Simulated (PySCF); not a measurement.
## Electronic structure of C3H2F4Si in real space

Input

```
{"job": {"kind": "nmr", "xc": "PBE0", "basis": "pcSseg-1"}, "charge": 0, "multiplicity": 1}
C      2.591869    -0.454205     0.093066
C      1.517933     0.081984     0.175374
Si    -0.132811     0.877414     0.299065
F     -0.275354     2.037861    -0.795751
C     -1.409434    -0.483447    -0.269431
F     -2.678588    -0.029477    -0.271477
F     -1.406501    -1.557032     0.550036
F     -1.175621    -0.961008    -1.505391
H      3.531342    -0.921782     0.012739
H     -0.553952     1.414347     1.575533
```

Command:

```sh
OMP_NUM_THREADS=1 python probes_run.py task.json out
```

Geometry: GFN2-xTB.

These are results of PySCF, PBE0/pcSseg-1, SCF density, gas phase, non-relativistic, not measurements.

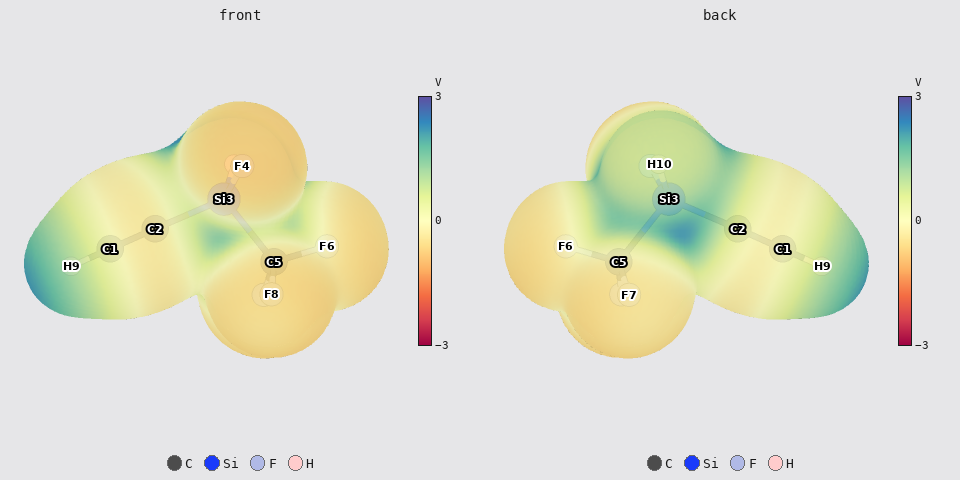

Figure 1. The electrostatic potential painted on the density surface at 0.002 e/bohr³, seen from the front and from behind; red is negative and blue positive.

Question: Which sites attract a positive test charge, and which a negative one?

Answer: A positive charge is drawn to the negative regions and a negative charge to the positive ones. The most negative region (about −0.8 V) lies over F4, the most positive (about +2.2 V) over Si3 and H9.

Question: How polar is the molecule by this calculation?

Answer: Its dipole moment is 3.13 D.

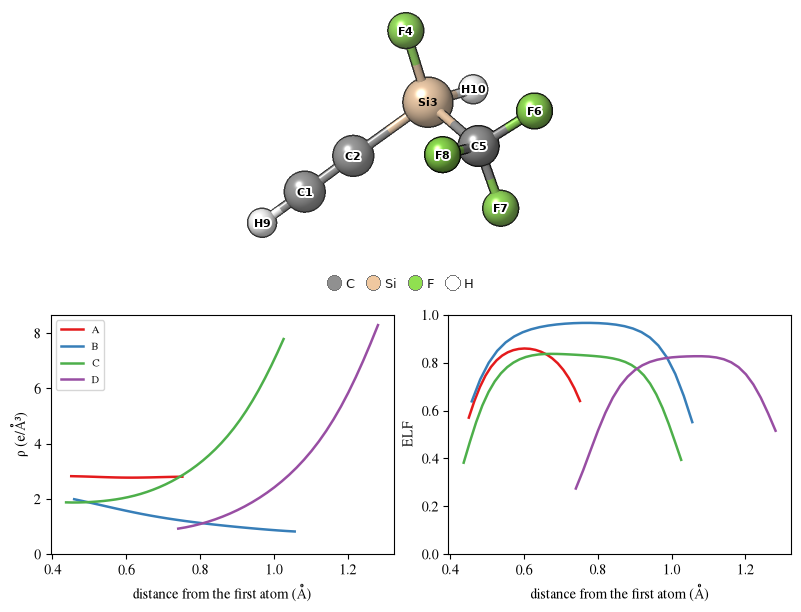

Figure 2. Electron density and electron localisation function along straight lines between neighbouring atoms. The curves leave out the atomic cores. The structure is drawn too.

Question: Which curve belongs to which contact (C–C, C–F, C–Si and Si–F)? The first atom named is at distance zero.

Answer: Curve A: C–C (1.20 Å): the density is about 2.8 e/Å³ at the midpoint; the ELF peaks at about 0.85 between the atoms; a short, multiple covalent bond. Curve B: C–Si (1.84 Å): ρ at the midpoint is about 0.96 e/Å³; the ELF peaks at about 0.95 between the atoms: a covalent bond. Curve C: C–F (1.35 Å): ρ is about 2.3 e/Å³ halfway, with its minimum of 1.9 e/Å³ about 0.5 Å from C; the ELF peaks at about 0.85 between the atoms, as expected for a polar covalent bond. Curve D: Si–F (1.60 Å): the density is about 1.1 e/Å³ at the midpoint; the ELF peaks at about 0.85 in the valence shell of F, 0.5 Å from its nucleus, and is about 0.50 at the midpoint.
